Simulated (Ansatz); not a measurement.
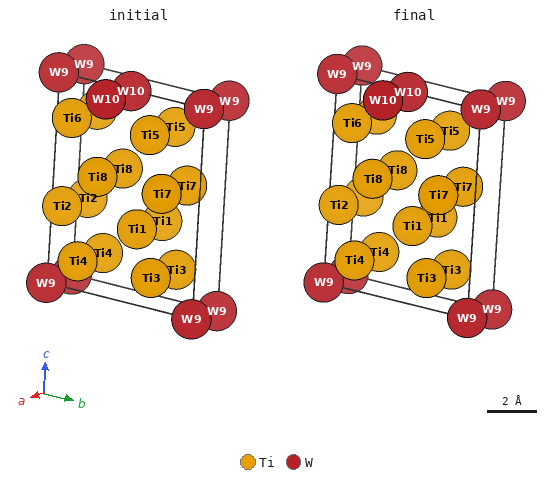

The structure of solid Ti₄W (a generated structure, set up in P1) (coarse preliminary run) before (left) and after (right) a relaxation, at one scale.

The picture is a spheres-only view of the cell of the calculation, reduced to other axes, repeated 2 × 1 × 1 with one cell outlined, seen slightly off an axis. Lengths and directions refer to the drawn axes.

All numbers below come from Ansatz 0.2.0, DFT PBE, scalar-relativistic, plane waves, PAW. Set-up: plane-wave cutoff 420 eV; k-point mesh 8 × 4 × 8; occupations gaussian; smearing width 0.2 eV; no spin polarisation; cell and atoms relaxed; force threshold 0.025 eV/Å; at most 60 steps.

Describe what moved and what it gained.

The run was cut off at its time limit before the relaxation converged, so the last structure is only a point on the way. The energy falls by 77.0 meV per atom in 1 geometry step. Largest force component: 1.6 eV/Å at the start, 0.32 eV/Å at the end. Pressure: −0.83 GPa at the start and 1.06 GPa at the end. The atom that moves furthest relative to the cell is Ti6 (0.19 Å along [−2 1 −1]). Largest moves by element: Ti 0.19 Å, W 0.13 Å. Cell: a 3.230 → 3.175 Å (−1.7 %), b 6.445 → 6.374 Å (−1.1 %), c 8.742 → 8.667 Å (−0.9 %), α 101.3° → 100.7°, β 100.5° → 101.0°, γ 91.2° → 90.9°. Volume −3.6 %. Some distances before and after: Ti6–Ti8 3.310 → 3.038 Å, Ti2–Ti6 3.741 → 3.492 Å, Ti2–Ti7 3.159 → 2.969 Å, Ti5–Ti6 3.409 → 3.220 Å. The space group stays P1 (No. 1). Cost: 9.4 min on 1 thread of AMD EPYC 7R43 64-Core Processor (Zen 3) (shared host), peak memory 1.4 GiB.
